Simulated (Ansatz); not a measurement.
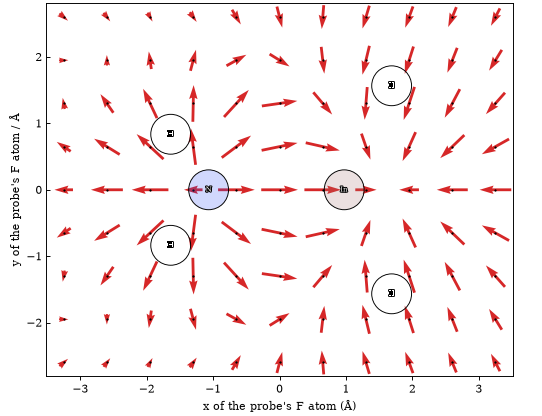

H₄InN (SMILES [NH2][InH2]) with the probe HF. The probe is moved over a plane parallel to the molecule's main plane, 2.70 Å above it. Coordinates scanned: (1) x of the probe's F atom; (2) y of the probe's F atom. Nothing is relaxed (molecule and probe rigid, the probe upright with F nearest the plane). The scan uses an 11 × 9 grid. Points are written as (first, second). The calculation used RKS B3LYP-D4/def2-SVPD (Ansatz 0.2.0).

Drawn: dots at the grid points, arrows along the force (downhill), their lengths compressed, labelled circles for the molecule's atoms, projected on the plane.

The arrows alone are given. Where is the energy lowest?

Answer. The arrows converge at about (1.66 Å, 0.00 Å) (read from the interpolated surface).

The energy map of the same scan:

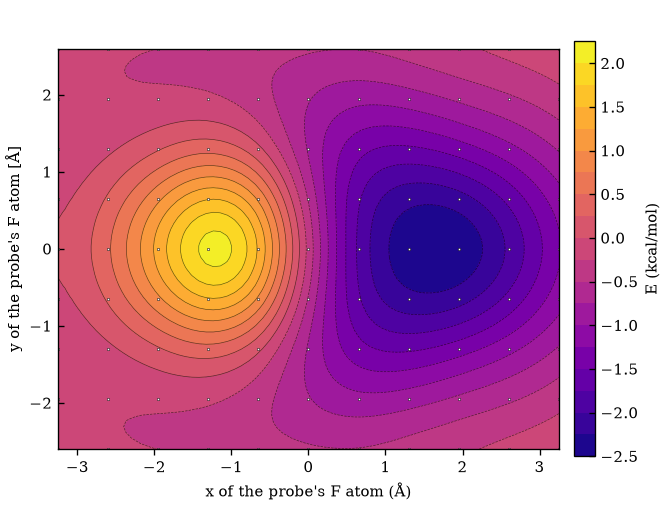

Energies are in kcal/mol, from molecule and probe far apart, each relaxed in its own basis (no counterpoise correction); between grid points the surface is interpolated.
